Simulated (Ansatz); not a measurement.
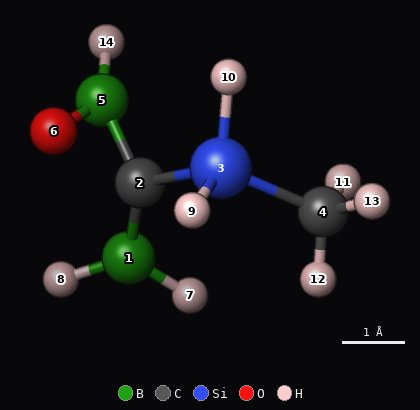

**Figure 1.** The starting structure (ball-and-stick view, seen at a tilt; atoms are numbered from 1 in the order of the input).

# Nudged elastic band, with input and output: C2H8B2OSi

System: C2H8B2OSi.
Method: RKS BLYP-D4/def2-SVP (Ansatz 0.2.0).

It belongs to a series of runs on one base structure; here: band between the two ends. Figures and captions count atoms from 1; the log counts them from 0 in places.

### The input
```yaml
crystal:
  periodic: [false, false, false]
  atoms:
    - { symbol: B, position_ang: [-1.961247, 0.068831, 0.083508] }
    - { symbol: C, position_ang: [-0.631129, 0.690397, -0.27797] }
    - { symbol: Si, position_ang: [1.064582, 0.313995, 0.501848] }
    - { symbol: C, position_ang: [1.206491, -1.55178, 0.794298] }
    - { symbol: B, position_ang: [-0.579669, 1.337807, -1.716509] }
    - { symbol: O, position_ang: [-0.713542, 2.269541, -0.799529] }
    - { symbol: H, position_ang: [-1.977662, -1.105275, 0.39788] }
    - { symbol: H, position_ang: [-3.000565, 0.689214, 0.020701] }
    - { symbol: H, position_ang: [1.194685, 1.071522, 1.791142] }
    - { symbol: H, position_ang: [2.143802, 0.791698, -0.427521] }
    - { symbol: H, position_ang: [1.072293, -2.11321, -0.152043] }
    - { symbol: H, position_ang: [0.437434, -1.899301, 1.512193] }
    - { symbol: H, position_ang: [2.205124, -1.803021, 1.206258] }
    - { symbol: H, position_ang: [-0.473598, 1.210483, -2.905555] }
basis:
  gaussian: { orbitals: def2-SVP }
hamiltonian:
  xc: blyp
  dispersion: d4
neb:
  order_check: false
  images: 7
  f_tol: 0.03
  max_iterations: 60
  initial_path: idpp
  final_atoms:
    - { symbol: B, position_ang: [-1.96065134, 0.07466051, 0.08601178] }
    - { symbol: C, position_ang: [-0.62899418, 0.69497724, -0.27242469] }
    - { symbol: Si, position_ang: [1.06616233, 0.31615958, 0.5070943] }
    - { symbol: C, position_ang: [1.20753943, -1.55084055, 0.79084841] }
    - { symbol: B, position_ang: [-0.58253792, 1.32865741, -1.71810156] }
    - { symbol: O, position_ang: [-0.70987399, 2.26657976, -0.80620599] }
    - { symbol: H, position_ang: [-3.00044289, 0.69442701, 0.01307303] }
    - { symbol: H, position_ang: [-1.97937988, -1.09930146, 0.4014105] }
    - { symbol: H, position_ang: [1.19397072, 1.0669126, 1.80084505] }
    - { symbol: H, position_ang: [2.14653488, 0.79958342, -0.41795896] }
    - { symbol: H, position_ang: [1.07660846, -2.10790292, -0.15871881] }
    - { symbol: H, position_ang: [0.43596357, -1.90210841, 1.50444422] }
    - { symbol: H, position_ang: [2.20458541, -1.80452147, 1.20517516] }
    - { symbol: H, position_ang: [-0.48248561, 1.19361828, -2.90679143] }
```

Run as:
```bash
ansatz run input.yaml --threads 2 --pin off --max-ram 3072MiB --backend cpu --events-out ev --progress --plain --runs-dir out
```

### What the program printed
```
Engine: ansatz 0.2.0, x86_64-unknown-linux-gnu
Functional definition: BLYP
  parameter beta = 0.0042
  parameter a = 0.04918
  parameter b = 0.132
  parameter c = 0.2533
  parameter d = 0.349
  exchange = b88_x(beta = beta)
  correlation = lyp_c(a = a, b = b, c = c, d = d)
1427 factors; their error is unknown
mean field evaluation 1: about -13459.6730 eV, gradient 6.9e1 eV
mean field evaluation 2: about -13435.9336 eV, gradient 1.2e2 eV
mean field evaluation 4: about -13471.3029 eV, gradient 1.5e1 eV
mean field evaluation 8: about -13471.7702 eV, gradient 1.1e-1 eV
mean field evaluation 16: about -13471.6990 eV, gradient 1.1e-3 eV
mean field -13471.69900626 eV, -495.0758070345 hartree, gradient 2.4e-5 eV, S^2 0.000000; 0 other end points of the search recorded, 0 dependent functions left out
the calculation of the forces begins
reference -13471.69940347 eV, -495.0758216315 hartree; 26, 26 occupied and 102, 102 virtual orbitals, 1427 factors
1427 factors; their error is unknown
mean field evaluation 32: about -13471.6992 eV, gradient 3.7e-2 eV
mean field -13471.69916307 eV, -495.0758127972 hartree, gradient 2.4e-5 eV, S^2 0.000000; 0 other end points of the search recorded, 0 dependent functions left out
[... from here on the field's lines of each further geometry are left out, up to the last ...]
NEB iter   1: max|band force component| = 2.296e0 eV/Å  barrier→ = 0.8600 eV  barrier← = 0.8599 eV  Δτ_max = 0.1143 Å  (274 SCF iters)
NEB iter   2: max|band force component| = 1.024e0 eV/Å  barrier→ = 0.6753 eV  barrier← = 0.6752 eV  Δτ_max = 0.1189 Å  (212 SCF iters)
NEB iter   3: max|band force component| = 5.675e-1 eV/Å  barrier→ = 0.6176 eV  barrier← = 0.6176 eV  Δτ_max = 0.0703 Å  (213 SCF iters)
NEB iter   4: max|band force component| = 2.368e-1 eV/Å  barrier→ = 0.5985 eV  barrier← = 0.5984 eV  CI = image 4  Δτ_max = 0.0798 Å  (215 SCF iters)
NEB iter   5: max|band force component| = 2.060e-1 eV/Å  barrier→ = 0.5907 eV  barrier← = 0.5907 eV  CI = image 4  Δτ_max = 0.0575 Å  (214 SCF iters)
NEB iter   6: max|band force component| = 1.401e-1 eV/Å  barrier→ = 0.5867 eV  barrier← = 0.5866 eV  CI = image 4  Δτ_max = 0.0467 Å  (216 SCF iters)
NEB iter   7: max|band force component| = 7.728e-2 eV/Å  barrier→ = 0.5847 eV  barrier← = 0.5847 eV  CI = image 4  Δτ_max = 0.0481 Å  (218 SCF iters)
NEB iter   8: max|band force component| = 7.045e-2 eV/Å  barrier→ = 0.5829 eV  barrier← = 0.5828 eV  CI = image 4  Δτ_max = 0.0411 Å  (219 SCF iters)
NEB iter   9: max|band force component| = 7.527e-2 eV/Å  barrier→ = 0.5819 eV  barrier← = 0.5818 eV  CI = image 4  Δτ_max = 0.0206 Å  (218 SCF iters)
NEB iter  10: max|band force component| = 1.166e-1 eV/Å  barrier→ = 0.5816 eV  barrier← = 0.5815 eV  CI = image 4  Δτ_max = 0.0103 Å  (222 SCF iters)
NEB iter  11: max|band force component| = 4.482e-2 eV/Å  barrier→ = 0.5814 eV  barrier← = 0.5813 eV  CI = image 4  Δτ_max = 0.0206 Å  (224 SCF iters)
NEB iter  12: max|band force component| = 3.351e-2 eV/Å  barrier→ = 0.5811 eV  barrier← = 0.5811 eV  CI = image 4  Δτ_max = 0.0206 Å  (215 SCF iters)
NEB iter  13: max|band force component| = 2.202e-2 eV/Å  barrier→ = 0.5809 eV  barrier← = 0.5808 eV  CI = image 4  Δτ_max = 0.0206 Å  (222 SCF iters)
the calculation of the forces begins
reference -13471.68857193 eV, -495.0754235801 hartree; 26, 26 occupied and 102, 102 virtual orbitals, 1427 factors
1427 factors; their error is unknown
mean field -13471.12565679 eV, -495.0547368300 hartree, gradient 1.8e-5 eV, S^2 0.000000; 1 other end points of the search recorded, 0 dependent functions left out
the calculation of the forces begins
reference -13471.12605316 eV, -495.0547513964 hartree; 26, 26 occupied and 102, 102 virtual orbitals, 1427 factors
NEB iter  14: max|band force component| = 2.499e-2 eV/Å  barrier→ = 0.5807 eV  barrier← = 0.5806 eV  CI = image 4  Δτ_max = 0.0000 Å  (248 SCF iters)
```

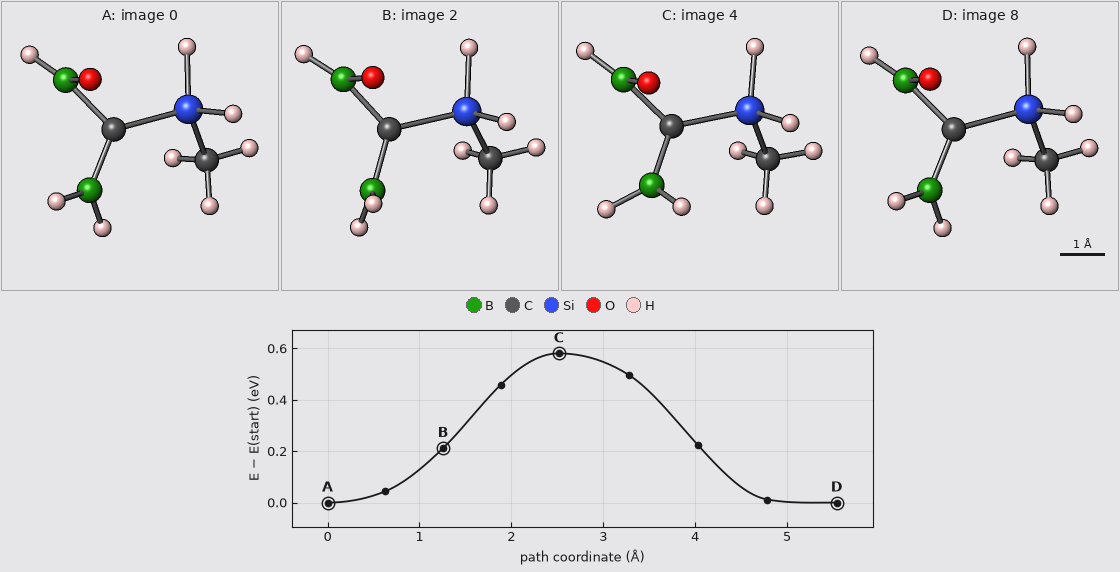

**Figure 2.** Images of the last band (counted from 0; ball-and-stick, seen at a tilt) above the energy along the path; the line is a cubic interpolation that uses the forces. The highest image is number 4, 0.581 eV above the start and 0.581 eV above the end (the climbing image); start and end have the same energy. The path is 5.54 Å long. The band converged in 14 iterations.

```
Total energy: -13471.80323766 eV, -495.0796374677 hartree
Atom 0 at    -1.993942     0.057077    -0.068445 Å, force     0.002422    -0.001416    -0.003899 eV/Å
Atom 1 at    -0.537062     0.365416    -0.585791 Å, force    -0.003310     0.000257     0.002269 eV/Å
Atom 2 at     0.985458     0.418636     0.542555 Å, force    -0.000526     0.000572     0.001994 eV/Å
Atom 3 at     1.345684    -1.351431     1.127475 Å, force    -0.000034     0.001430    -0.001982 eV/Å
Atom 4 at    -0.530675     0.854655    -2.038200 Å, force    -0.000775    -0.000339    -0.002673 eV/Å
Atom 5 at    -0.913401     1.872099    -1.244872 Å, force     0.002303    -0.003857    -0.001381 eV/Å
Atom 6 at    -2.752837    -0.661135    -0.688964 Å, force    -0.002360     0.001159     0.001199 eV/Å
Atom 7 at    -2.383292     0.579791     0.955861 Å, force     0.000160     0.002509     0.002372 eV/Å
Atom 8 at     0.710982     1.308610     1.720013 Å, force    -0.000270    -0.000955     0.002059 eV/Å
Atom 9 at     2.147597     0.973914    -0.229530 Å, force    -0.000145     0.000669     0.001526 eV/Å
Atom 10 at     1.537269    -2.025447     0.268336 Å, force     0.000276     0.000368    -0.000704 eV/Å
Atom 11 at     0.492165    -1.761519     1.705209 Å, force     0.001127    -0.000032    -0.001046 eV/Å
Atom 12 at     2.238670    -1.369408     1.784992 Å, force     0.000365    -0.000032    -0.000361 eV/Å
Atom 13 at    -0.359618     0.709644    -3.219937 Å, force     0.000766    -0.000333     0.000628 eV/Å
Dipole moment:     0.203767    -0.368831     0.031273 e Å
this run last wrote the band of iteration 14 to [file]; this run last wrote the band within `neb.f_tol` of iteration 13 to [file]
```

### The last band as extended XYZ (Å, eV, eV/Å)
```
14
Properties=species:S:1:pos:R:3:forces:R:3 image=0 energy=-13472.38352
B    -1.9612    0.0688    0.0835    0.0021  -0.0004   0.0030
C    -0.6311    0.6904   -0.2780   -0.0003   0.0087   0.0029
Si    1.0646    0.3140    0.5018   -0.0006  -0.0010  -0.0011
C     1.2065   -1.5518    0.7943    0.0013   0.0016   0.0013
B    -0.5797    1.3378   -1.7165   -0.0005  -0.0030  -0.0081
O    -0.7135    2.2695   -0.7995   -0.0003  -0.0038   0.0065
H    -1.9777   -1.1053    0.3979    0.0000  -0.0025  -0.0014
H    -3.0006    0.6892    0.0207   -0.0026   0.0011  -0.0011
H     1.1947    1.0715    1.7911    0.0006   0.0006   0.0005
H     2.1438    0.7917   -0.4275    0.0012   0.0001  -0.0006
H     1.0723   -2.1132   -0.1520   -0.0004  -0.0007  -0.0014
H     0.4374   -1.8993    1.5122   -0.0016  -0.0005   0.0009
H     2.2051   -1.8030    1.2063    0.0001  -0.0006   0.0001
H    -0.4736    1.2105   -2.9056    0.0009   0.0004  -0.0016
14
Properties=species:S:1:pos:R:3:forces:R:3 image=1 energy=-13472.33932
B    -1.9833    0.0862    0.0842   -0.0032  -0.0047  -0.0046
C    -0.6498    0.6017   -0.4147    0.0018   0.0250   0.0227
Si    1.0109    0.2969    0.4763    0.0095  -0.0049  -0.0037
C     1.2762   -1.5373    0.8658   -0.0070  -0.0018  -0.0065
B    -0.5827    1.2703   -1.8315    0.0033   0.0052   0.0165
O    -0.6769    2.2149   -0.9189   -0.0090   0.0097   0.0095
H    -2.1108   -1.1077    0.2725    0.0582  -0.0104   0.0859
H    -2.9173    0.8283    0.2927   -0.0560  -0.0103  -0.0988
H     0.9809    1.0921    1.7489    0.0277   0.0019   0.0016
H     2.1212    0.8239   -0.3842    0.0028  -0.0041  -0.0091
H     1.3648   -2.1450   -0.0566   -0.0196   0.0011  -0.0111
H     0.4454   -1.9461    1.4745   -0.0086   0.0040  -0.0052
H     2.2155   -1.6548    1.4452   -0.0064  -0.0120  -0.0111
H    -0.5070    1.1476   -3.0256    0.0065   0.0016   0.0138
14
Properties=species:S:1:pos:R:3:forces:R:3 image=2 energy=-13472.17115
B    -1.9895    0.0687    0.0390    0.0040  -0.0052   0.0130
C    -0.6438    0.5196   -0.5210   -0.0264   0.0361   0.0103
Si    0.9741    0.3120    0.4822    0.0014  -0.0187  -0.0060
C     1.3090   -1.4883    0.9618   -0.0142  -0.0126  -0.0135
B    -0.5582    1.1718   -1.9248    0.0073   0.0382   0.0065
O    -0.6622    2.1420   -1.0279    0.0418   0.0408   0.0231
H    -2.3262   -1.0937   -0.0561    0.1523  -0.1111   0.1930
H    -2.7245    0.8523    0.5978   -0.1324   0.0619  -0.1756
H     0.8284    1.1467    1.7218    0.0093  -0.0098  -0.0107
H     2.1033    0.8705   -0.3315   -0.0150  -0.0184  -0.0264
H     1.4562   -2.1284    0.0696   -0.0146  -0.0158  -0.0092
H     0.4767   -1.9090    1.5609   -0.0083  -0.0090  -0.0073
H     2.2311   -1.5395    1.5776   -0.0093  -0.0067  -0.0134
H    -0.4872    1.0463   -3.1206    0.0041   0.0303   0.0161
14
Properties=species:S:1:pos:R:3:forces:R:3 image=3 energy=-13471.92392
B    -1.9937    0.0501   -0.0155    0.0065  -0.0183   0.0165
C    -0.5993    0.4505   -0.5709   -0.0548   0.0443  -0.0079
Si    0.9721    0.3602    0.5109   -0.0059  -0.0240  -0.0044
C     1.3268   -1.4209    1.0522   -0.0117  -0.0109  -0.0086
B    -0.5397    1.0261   -1.9933    0.0178   0.0533  -0.0039
O    -0.7395    2.0330   -1.1365    0.1023   0.0571   0.0172
H    -2.5702   -0.9447   -0.4039    0.1112  -0.1886   0.1515
H    -2.5258    0.7469    0.8221   -0.1029   0.1124  -0.1147
H     0.7578    1.2279    1.7178   -0.0070  -0.0138  -0.0109
H     2.1186    0.9196   -0.2798   -0.0271  -0.0148  -0.0242
H     1.5003   -2.0805    0.1787   -0.0074  -0.0151  -0.0037
H     0.4841   -1.8369    1.6408   -0.0019  -0.0135  -0.0015
H     2.2330   -1.4512    1.6917   -0.0058  -0.0002  -0.0091
H    -0.4375    0.8908   -3.1856   -0.0131   0.0321   0.0037
14
Properties=species:S:1:pos:R:3:forces:R:3 image=4 energy=-13471.80284
B    -1.9939    0.0571   -0.0684    0.0024  -0.0014  -0.0039
C    -0.5371    0.3654   -0.5858   -0.0033   0.0003   0.0023
Si    0.9855    0.4186    0.5426   -0.0005   0.0006   0.0020
C     1.3457   -1.3514    1.1275    0.0000   0.0014  -0.0020
B    -0.5307    0.8547   -2.0382   -0.0008  -0.0003  -0.0027
O    -0.9134    1.8721   -1.2449    0.0023  -0.0039  -0.0014
H    -2.7528   -0.6611   -0.6890   -0.0024   0.0012   0.0012
H    -2.3833    0.5798    0.9559    0.0002   0.0025   0.0024
H     0.7110    1.3086    1.7200   -0.0003  -0.0010   0.0021
H     2.1476    0.9739   -0.2295   -0.0001   0.0007   0.0015
H     1.5373   -2.0254    0.2683    0.0003   0.0004  -0.0007
H     0.4922   -1.7615    1.7052    0.0011   0.0000  -0.0010
H     2.2387   -1.3694    1.7850    0.0004   0.0000  -0.0004
H    -0.3596    0.7096   -3.2199    0.0008  -0.0003   0.0006
14
Properties=species:S:1:pos:R:3:forces:R:3 image=5 energy=-13471.88618
B    -1.9921    0.0151   -0.0539    0.0081  -0.0065   0.0106
C    -0.5584    0.3605   -0.5991   -0.0311   0.0133  -0.0010
Si    0.9561    0.4908    0.5364    0.0030   0.0091   0.0084
C     1.3193   -1.2606    1.1826   -0.0073   0.0160  -0.0068
B    -0.4769    0.7286   -2.0977    0.0230  -0.0275  -0.0067
O    -0.9301    1.7765   -1.4084    0.0016  -0.0158  -0.0364
H    -2.8792   -0.2958   -0.8203   -0.0534   0.1378  -0.0332
H    -2.2480    0.0948    1.1294    0.0478  -0.1467   0.0743
H     0.6789    1.4189    1.6830   -0.0014   0.0114   0.0042
H     2.1296    1.0149   -0.2419   -0.0050   0.0085  -0.0014
H     1.5356   -1.9595    0.3493   -0.0058   0.0138  -0.0037
H     0.4590   -1.6619    1.7562   -0.0057   0.0096  -0.0045
H     2.1998   -1.2494    1.8575   -0.0059   0.0102  -0.0028
H    -0.2065    0.4980   -3.2446    0.0321  -0.0331  -0.0012
14
Properties=species:S:1:pos:R:3:forces:R:3 image=6 energy=-13472.15997
B    -1.9991   -0.0202   -0.0594   -0.0045  -0.0026   0.0075
C    -0.6225    0.4392   -0.5737   -0.0503   0.0671   0.0203
Si    0.9168    0.5636    0.5413   -0.0115   0.0264   0.0055
C     1.2916   -1.1700    1.2260   -0.0143   0.0182  -0.0099
B    -0.4248    0.6133   -2.1273    0.0233  -0.0254  -0.0089
O    -0.8349    1.7356   -1.5791    0.0542   0.0069  -0.0506
H    -2.9715    0.0335   -0.7811   -0.0612   0.2137   0.0419
H    -2.1374   -0.4346    1.0718    0.0740  -0.2909  -0.0148
H     0.6680    1.5225    1.6683    0.0154   0.0200   0.0143
H     2.0828    1.0608   -0.2657   -0.0183   0.0143  -0.0083
H     1.5271   -1.8860    0.4124   -0.0164   0.0244  -0.0109
H     0.4324   -1.5707    1.8006   -0.0131   0.0159  -0.0076
H     2.1666   -1.1300    1.9077   -0.0117   0.0172  -0.0101
H    -0.1083    0.2139   -3.2132    0.0344  -0.1052   0.0315
14
Properties=species:S:1:pos:R:3:forces:R:3 image=7 energy=-13472.37150
B    -1.9989   -0.0487   -0.1088    0.0032   0.0025  -0.0076
C    -0.6536    0.4882   -0.5537   -0.0037   0.0122   0.0074
Si    0.8962    0.6267    0.5465    0.0002   0.0061   0.0059
C     1.2651   -1.0822    1.2804   -0.0015   0.0052  -0.0046
B    -0.3922    0.5049   -2.1108    0.0030  -0.0041  -0.0066
O    -0.7425    1.6977   -1.6884    0.0119   0.0000  -0.0004
H    -3.0342    0.3203   -0.6191   -0.0132   0.0430   0.0276
H    -2.0298   -0.8983    0.7594    0.0154  -0.0623  -0.0359
H     0.6654    1.6317    1.6373    0.0025   0.0062   0.0020
H     2.0456    1.0992   -0.2961   -0.0038   0.0023  -0.0032
H     1.4852   -1.8180    0.4807   -0.0075   0.0047   0.0001
H     0.4039   -1.4584    1.8674   -0.0041   0.0062   0.0031
H     2.1457   -1.0314    1.9532   -0.0006   0.0033  -0.0024
H    -0.0688   -0.0608   -3.1192   -0.0018  -0.0253   0.0147
14
Properties=species:S:1:pos:R:3:forces:R:3 image=8 energy=-13472.38344
B    -1.9606    0.0748    0.0872   -0.0105  -0.0018  -0.0105
C    -0.6292    0.6946   -0.2730   -0.0037  -0.0023  -0.0077
Si    1.0665    0.3169    0.5059   -0.0038   0.0052   0.0030
C     1.2081   -1.5497    0.7923   -0.0004  -0.0074   0.0011
B    -0.5837    1.3262   -1.7196    0.0026  -0.0011   0.0071
O    -0.7104    2.2654   -0.8090    0.0006   0.0064   0.0012
H    -3.0004    0.6944    0.0140    0.0092  -0.0045   0.0046
H    -1.9791   -1.0988    0.4043    0.0023   0.0035   0.0052
H     1.1951    1.0695    1.7985    0.0014  -0.0009  -0.0019
H     2.1463    0.7990   -0.4205   -0.0001  -0.0017  -0.0018
H     1.0765   -2.1081   -0.1564   -0.0001   0.0024   0.0024
H     0.4370   -1.9000    1.5069    0.0011   0.0019  -0.0023
H     2.2054   -1.8028    1.2063    0.0004   0.0007  -0.0002
H    -0.4844    1.1895   -2.9082    0.0010  -0.0004  -0.0002
```

### Results in brief

| quantity | value |
| --- | --- |
| outcome | converged |
| barrier, forward | 0.581 eV |
| barrier, backward | 0.581 eV |
| hardware | 2 threads of Intel Xeon (Granite Rapids), 16 GiB of memory available, shared host |
| wall time | 2.1 min (CPU time 4.2 min) |
| peak memory | 0.2 GiB |

The order of the saddle point was not checked.
